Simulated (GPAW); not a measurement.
# Li/Rh(111): work function by functional and basis, part 2 of 2

Wanted: work functions and dipole of Li/Rh(111), with the cost of each level.

GPAW 26.7.0; GPAW, PAW setups; slab in vacuum, relaxation (the session's first sound run).

So far, work function of the upper face (eV): step 2 (relaxing the atoms, PBE, GPAW) 3.70; step 4 (self-consistent run: xc = "LDA") 3.78; step 5 (self-consistent run: xc = "RPBE") 3.65.

## 6. OptPBE vdW: xc = "optPBE-vdW"

The same geometry under optPBE-vdW, to see how far the functional moves the levels against the vacuum (the van der Waals functionals take revPBE setups).

The input, run.py:

```python
import json
import numpy as np
from ase import Atoms
from gpaw import GPAW, PW

slab = Atoms(
    ['Rh', 'Rh', 'Rh', 'Rh', 'Li'],
    positions=[
        [0.00000, 0.00000, 8.00000],
        [1.34350, 0.77567, 10.19393],
        [2.68701, 1.55134, 12.40739],
        [0.00000, 0.00000, 14.64847],
        [1.34350, 0.77567, 16.71739]],
    cell=[[2.68701, 0.0, 0.0], [1.3435, 2.32702, 0.0], [0.0, 0.0, 24.88989]],
    pbc=[True, True, False])

slab.calc = GPAW(mode=PW(400), xc='optPBE-vdW', kpts={'size': (13, 13, 1), 'gamma': True},
                 occupations={'name': 'fermi-dirac', 'width': 0.1}, nbands='300%',
                 convergence={'density': 1e-05}, maxiter=200,
                 poissonsolver={'dipolelayer': 'xy'},
                 symmetry={'tolerance': 1e-3}, txt='slab.txt')
result = {}
energy = slab.get_potential_energy()
fermi = slab.calc.get_fermi_level()
v = slab.calc.get_electrostatic_potential().mean((0, 1)) - fermi
n = slab.calc.get_pseudo_density().mean((0, 1))
L = slab.cell[2, 2]
z = np.arange(len(v)) * L / len(v)
low, high = slab.positions[:, 2].min(), slab.positions[:, 2].max()
below, above = np.interp([low - 5.8, high + 5.8], z, v)
slopes = [np.interp(x, z, np.gradient(v, z)) for x in (low - 5.8, high + 5.8)]
eps = np.array([[slab.calc.get_eigenvalues(k, s) for k in range(len(slab.calc.get_ibz_k_points()))]
                for s in range(slab.calc.get_number_of_spins())]) - fermi
top, bottom = eps[eps < 0].max(), eps[eps > 0].min()
dipole = slab.get_dipole_moment()[2]
print(f'energy {energy:.4f} eV, Fermi level {fermi:.4f} eV, dipole {dipole:.5f} e A')
print(f'potential 5.8 A off the faces, from the Fermi level: lower {below:.4f} eV, upper {above:.4f} eV')
print(f'slope of the potential there: lower {slopes[0]:.5f}, upper {slopes[1]:.5f} eV/A')
print(f'nearest levels on the mesh: {top:.4f} and {bottom:.4f} eV')
print('magnetic moment', round(slab.get_magnetic_moment(), 3))
result.update(energy=energy, fermi=fermi, dipole=dipole, below=below, above=above, slopes=slopes, edges=[top, bottom],
              z=z.tolist(), v=v.tolist(), n=n.tolist(), positions=slab.positions.tolist(),
              forces=slab.get_forces(apply_constraint=False).tolist(), moments=slab.get_magnetic_moments().tolist())
json.dump(result, open('result.json', 'w'))
```

The run is started by

```bash
$ OMP_NUM_THREADS=1 OPENBLAS_NUM_THREADS=1 python run.py
```

What it wrote:

```text
energy -88.1236 eV, Fermi level 1.7802 eV, dipole 0.05272 e A
potential 5.8 A off the faces, from the Fermi level: lower 5.3093 eV, upper 3.7789 eV
slope of the potential there: lower 0.00025, upper 0.00151 eV/A
nearest levels on the mesh: -0.0074 and 0.0138 eV
magnetic moment 0.0
```

Wall time 5.2 min (1 thread of Intel Xeon Platinum 8259CL at 2.50GHz (Skylake/Cascade Lake), shared host); peak memory 0.39 GiB.

This step gave:

| Item | Value |
| --- | --- |
| dipole along the normal | 0.05272 e·Å |
| levels nearest the Fermi level on the mesh | -0.007415, 0.01379 eV from the Fermi level |
| work function of the upper face | 3.779 eV |
| work function of the lower face | 5.309 eV |

The upper face's work function is 3.779 eV, against 3.698 eV in the first plane-wave PBE run at this geometry.

## 7. Self-consistent run: xc = "vdW-DF2"

The same geometry under vdW-DF2, to see how far the functional moves the levels against the vacuum (the van der Waals functionals take revPBE setups).

Edit run.py of step 6 so:

```diff
@@ -16,3 +16,3 @@
 
-slab.calc = GPAW(mode=PW(400), xc='optPBE-vdW', kpts={'size': (13, 13, 1), 'gamma': True},
+slab.calc = GPAW(mode=PW(400), xc='vdW-DF2', kpts={'size': (13, 13, 1), 'gamma': True},
                  occupations={'name': 'fermi-dirac', 'width': 0.1}, nbands='300%',
```

What it wrote:

```text
energy -385.1920 eV, Fermi level 1.8176 eV, dipole 0.05729 e A
potential 5.8 A off the faces, from the Fermi level: lower 5.4345 eV, upper 3.7719 eV
slope of the potential there: lower 0.00015, upper 0.00175 eV/A
nearest levels on the mesh: -0.0095 and 0.0091 eV
magnetic moment 0.0
```

Elapsed: 7.1 min, on 1 thread; peak memory 0.39 GiB.

Numbers from this step:

```
dipole along the normal                    : 0.05729 e·Å
levels nearest the Fermi level on the mesh : -0.009534, 0.009118 eV from the Fermi level
work function of the upper face            : 3.772 eV
work function of the lower face            : 5.435 eV
```

The electrostatic potential energy of an electron (without an applied field's), less the Fermi level, planar mean oscillates, so the rows of the table below give means over windows of 2.28 Å about each position, cut where the curve ends. Its maxima inside the range that stand out by 2 % of the span (Å: eV): 1.6: 5.43, 9.1: -1.07, 11.3: -1.05, 13.6: -0.773, 15.9: 0.574. Its minima: 8.0: -25.8, 10.2: -26.1, 12.4: -26.0, 14.6: -25.8, 16.8: -4.79.

Table of electrostatic potential energy of an electron (without an applied field's), less the Fermi level, planar mean by z; means over each step:

```tsv
z (Å)	electrostatic potential energy of an electron (without an applied field's), less the Fermi level, planar mean (eV)
1.14	5.37
3.42	5.43
5.70	4.87
7.98	-10.9
10.26	-11.6
12.54	-11.5
14.82	-11.0
17.10	-1.27
19.38	3.44
21.66	3.77
23.94	3.81
```

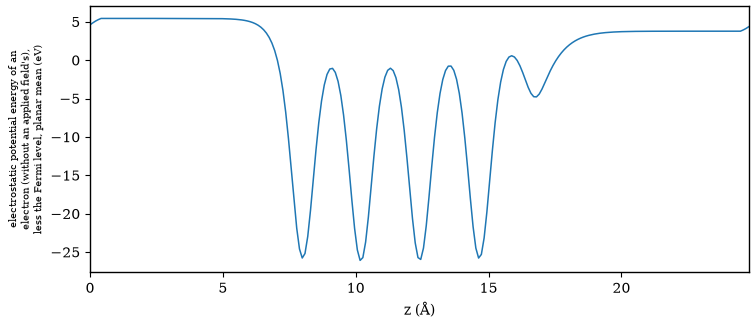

Electrostatic potential energy of an electron (without an applied field's), less the Fermi level, planar mean against z.

The upper face's work function is 3.772 eV, against 3.698 eV in the first plane-wave PBE run at this geometry.

## 8. Self-consistent run: xc = "revPBE"

The same geometry under revPBE, to see how far the functional moves the levels against the vacuum.

Edit run.py of step 7 so:

```diff
@@ -16,3 +16,3 @@
 
-slab.calc = GPAW(mode=PW(400), xc='vdW-DF2', kpts={'size': (13, 13, 1), 'gamma': True},
+slab.calc = GPAW(mode=PW(400), xc='revPBE', kpts={'size': (13, 13, 1), 'gamma': True},
                  occupations={'name': 'fermi-dirac', 'width': 0.1}, nbands='300%',
```

What it wrote:

```text
energy -27.9324 eV, Fermi level 1.9310 eV, dipole 0.04660 e A
potential 5.8 A off the faces, from the Fermi level: lower 5.0025 eV, upper 3.6492 eV
slope of the potential there: lower 0.00021, upper 0.00101 eV/A
nearest levels on the mesh: -0.0054 and 0.0188 eV
magnetic moment 0.0
```

Elapsed: 5.5 min, on 1 thread; peak memory 0.27 GiB.

This step gave:

- dipole along the normal: 0.04660 e·Å
- levels nearest the Fermi level on the mesh: -0.005430, 0.01883 eV from the Fermi level
- work function of the upper face: 3.649 eV
- work function of the lower face: 5.003 eV

The upper face's work function is 3.649 eV, against 3.698 eV in the first plane-wave PBE run at this geometry.

## 9. Real-space grid: mode = "fd"

A real-space grid is a second complete basis, so it checks the plane-wave result.

Edit run.py of step 8 so:

```diff
@@ -3,3 +3,3 @@
 from ase import Atoms
-from gpaw import GPAW, PW
+from gpaw import GPAW
 
@@ -16,3 +16,3 @@
 
-slab.calc = GPAW(mode=PW(400), xc='revPBE', kpts={'size': (13, 13, 1), 'gamma': True},
+slab.calc = GPAW(mode='fd', h=0.18, xc='PBE', kpts={'size': (13, 13, 1), 'gamma': True},
                  occupations={'name': 'fermi-dirac', 'width': 0.1}, nbands='300%',
```

What it wrote:

```text
energy -30.3526 eV, Fermi level -4.4260 eV, dipole 0.05011 e A
potential 5.8 A off the faces, from the Fermi level: lower 5.1536 eV, upper 3.6982 eV
slope of the potential there: lower -0.00005, upper 0.00041 eV/A
nearest levels on the mesh: -0.0009 and 0.0003 eV
magnetic moment 0.0
```

Wall time 30 min (1 thread); peak memory 0.99 GiB.

This step gave:

* dipole along the normal: 0.05011 e·Å
* levels nearest the Fermi level on the mesh: -8.76e-4, 2.51e-4 eV from the Fermi level
* work function of the upper face: 3.698 eV
* work function of the lower face: 5.154 eV

The electrostatic potential energy of an electron (without an applied field's), less the Fermi level, planar mean oscillates, so the rows of the table below give means over windows of 2.22 Å about each position, cut where the curve ends. Its maxima inside the range that stand out by 2 % of the span (Å: eV): 0.7: 5.15, 9.1: -0.628, 11.3: -0.647, 13.5: -0.291, 15.8: 0.745. Its minima: 8.0: -25.8, 10.2: -26.2, 12.4: -26.0, 14.7: -25.8, 16.8: -4.81.

Table of electrostatic potential energy of an electron (without an applied field's), less the Fermi level, planar mean by z; means over each step:

```tsv
z (Å)	electrostatic potential energy of an electron (without an applied field's), less the Fermi level, planar mean (eV)
1.11	5.14
3.33	5.15
5.55	4.85
7.77	-10.8
9.99	-11.7
12.21	-11.6
14.43	-11.3
16.65	-1.65
18.87	3.01
21.09	3.69
23.31	3.70
```

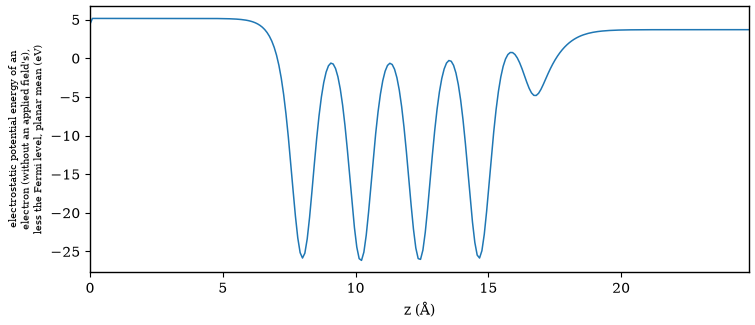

Electrostatic potential energy of an electron (without an applied field's), less the Fermi level, planar mean, plotted against z.

The upper face's work function is 3.698 eV, against 3.698 eV in the first plane-wave PBE run at this geometry.

## 10. Atomic orbitals: mode = "lcao"

Atom-centred orbitals end a few angstrom from the surface, which tests how much the density's tail matters.

Edit run.py of step 9 so:

```diff
@@ -16,4 +16,4 @@
 
-slab.calc = GPAW(mode='fd', h=0.18, xc='PBE', kpts={'size': (13, 13, 1), 'gamma': True},
-                 occupations={'name': 'fermi-dirac', 'width': 0.1}, nbands='300%',
+slab.calc = GPAW(mode='lcao', basis='dzp', h=0.18, xc='PBE', kpts={'size': (13, 13, 1), 'gamma': True},
+                 occupations={'name': 'fermi-dirac', 'width': 0.1}, nbands='120%',
                  convergence={'density': 1e-05}, maxiter=200,
```

What it wrote:

```text
energy -28.6830 eV, Fermi level -4.3523 eV, dipole 0.05644 e A
potential 5.8 A off the faces, from the Fermi level: lower 5.1716 eV, upper 3.5330 eV
slope of the potential there: lower -0.00003, upper -0.00000 eV/A
nearest levels on the mesh: -0.0060 and 0.0171 eV
magnetic moment 0.0
```

Run time: 54 min. Hardware: 1 thread; peak memory 0.33 GiB.

This step gave:

```
dipole along the normal                    : 0.05644 e·Å
levels nearest the Fermi level on the mesh : -0.005954, 0.01713 eV from the Fermi level
work function of the upper face            : 3.533 eV
work function of the lower face            : 5.172 eV
```

The electrostatic potential energy of an electron (without an applied field's), less the Fermi level, planar mean oscillates, so the rows of the table below give means over windows of 2.22 Å about each position, cut where the curve ends. Its maxima inside the range that stand out by 2 % of the span (Å: eV): 1.2: 5.17, 9.1: -0.619, 11.3: -0.604, 13.5: -0.243, 15.8: 0.759. Its minima: 8.0: -25.9, 10.2: -26.2, 12.4: -26.0, 14.7: -25.9, 16.8: -4.89.

Table of electrostatic potential energy of an electron (without an applied field's), less the Fermi level, planar mean by z; means over each step:

```tsv
z (Å)	electrostatic potential energy of an electron (without an applied field's), less the Fermi level, planar mean (eV)
1.11	5.16
3.33	5.17
5.55	4.88
7.77	-10.7
9.99	-11.7
12.21	-11.6
14.43	-11.2
16.65	-1.69
18.87	2.93
21.09	3.53
23.31	3.53
```

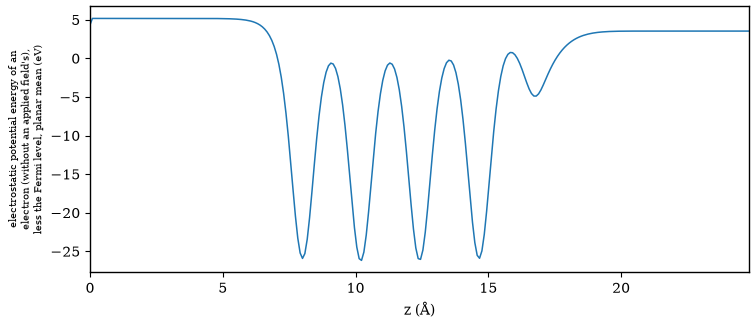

Electrostatic potential energy of an electron (without an applied field's), less the Fermi level, planar mean against z.

The upper face's work function is 3.533 eV, against 3.698 eV in the first plane-wave PBE run at this geometry.

## 11. The ladder

Times are for 1 thread of Intel Xeon Platinum 8259CL at 2.50GHz (Skylake/Cascade Lake), shared host. Results by setting:

```tsv
no.	run	work function of the upper face (eV)	work function of the lower face (eV)	time	memory (GiB)
1	pw	3.698	5.154	4.9 min	0.27
2	LDA	3.782	5.544	4.7 min	0.26
3	RPBE	3.651	4.978	4.7 min	0.27
4	optPBE vdW	3.779	5.309	5.2 min	0.39
5	vdW DF2	3.772	5.435	7.1 min	0.39
6	revPBE	3.649	5.003	5.5 min	0.27
7	fd	3.698	5.154	30 min	0.99
8	lcao	3.533	5.172	54 min	0.33
```

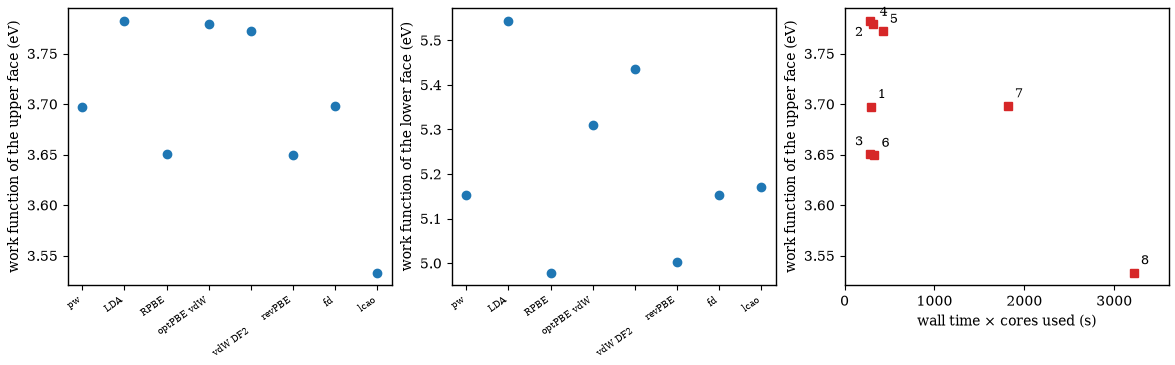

The series as plots; the last panel sets the first result against cost, with the runs numbered as in the table.

## 12. Side by side

Results and costs are gathered.

This step: comparison of work functions, dipole and cost (GPAW 26.7.0).

All levels:

```tsv
step	code	work function, upper (eV)	work function, lower (eV)	dipole (e Å)	wall time (s)	peak memory (GiB)	threads
pw	GPAW	3.698	5.154	0.05015	291.5	0.27	1
LDA	GPAW	3.782	5.544	0.0607	281.4	0.26	1
RPBE	GPAW	3.651	4.978	0.04571	281.9	0.27	1
optPBE-vdW	GPAW	3.779	5.309	0.05272	311.2	0.39	1
vdW-DF2	GPAW	3.772	5.435	0.05729	425.2	0.39	1
revPBE	GPAW	3.649	5.003	0.0466	332.4	0.27	1
fd	GPAW	3.698	5.154	0.05011	1817	0.99	1
lcao	GPAW	3.533	5.172	0.05644	3219	0.33	1
```

## 13. A changed run

One more run, with changed settings.

This step: GPAW, PAW setups; slab in vacuum (GPAW 26.7.0).

Edit run.py of step 10 so:

```diff
@@ -3,3 +3,3 @@
 from ase import Atoms
-from gpaw import GPAW
+from gpaw import GPAW, PW
 
@@ -16,5 +16,5 @@
 
-slab.calc = GPAW(mode='lcao', basis='dzp', h=0.18, xc='PBE', kpts={'size': (13, 13, 1), 'gamma': True},
-                 occupations={'name': 'fermi-dirac', 'width': 0.1}, nbands='120%',
-                 convergence={'density': 1e-05}, maxiter=200,
+slab.calc = GPAW(mode=PW(400), xc='PBE', kpts={'size': (13, 13, 1), 'gamma': True},
+                 occupations={'name': 'fermi-dirac', 'width': 0.1}, nbands='100%',
+                 convergence={'density': 1e-05}, maxiter=50,
                  poissonsolver={'dipolelayer': 'xy'},
```

What it wrote:

```text
gpaw.KohnShamConvergenceError
```

The job ended after 3 min (1 thread; peak memory 0.2 GiB).

The run stopped without converging, so none of its numbers is a property of the system.

The fault put into the input: too few bands, under a cap of 50 iterations, which ended the run (nbands = "100 % of the filled bands").

## 14. Outcome

- work function, upper and lower face: 3.698 and 5.154 eV
- dipole along the normal: 0.0502 e Å

What this shows: With plane waves and PBE the work function is 3.70 eV on the upper face and 5.15 eV on the lower. The two faces differ by 1.5 eV, the step that the slab's dipole makes (e p/(ε0 A) gives 1.5 eV), so the dipole layer is needed. Over the sound runs of the table the upper face's work function spans 3.533 (lcao) to 3.782 eV (LDA). Atomic orbitals miss the plane-wave value by -0.16 eV, since they describe the tail of the density in the vacuum poorly. The cell of 6.25 Å² holds one Li, started on one chosen site; other sites and coverages weren't tried. The in-plane lattice was kept as typed, which isn't the functional's own and leaves some strain; spin-orbit coupling and temperature are left out.

[Logs are printed without paths, hosts, clocks, repeated set-up lines and the standing remarks that a program may print on its own settings, such as how far it seeks lower states.]

[Hosts, paths, dates, database ids (printed as entryN), source tags and the programs' standing remarks are cut or masked in the printed files.]
